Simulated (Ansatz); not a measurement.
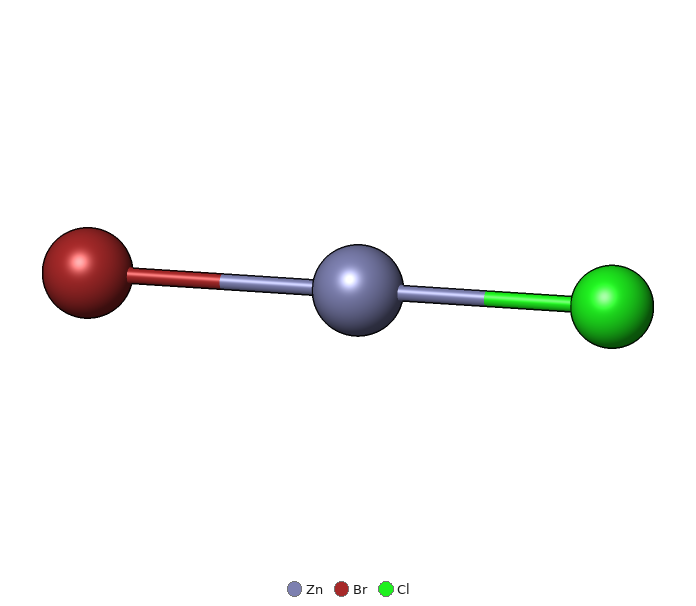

A molecule with one transition-metal atom. The species is neutral and a spin singlet. The computed structure is the end point of a PBE0-D4/def2-TZVP optimisation.

What is the coordination number of the metal, and which atoms bind to it?

Zn binds 2 atoms: 1 Br at 2.22 Å, 1 Cl at 2.09 Å. The arrangement is linear.

What are the formal oxidation state of the metal and its number of d electrons?

Zn(II), d¹⁰, counting the ligands as closed-shell ions or neutral donors.
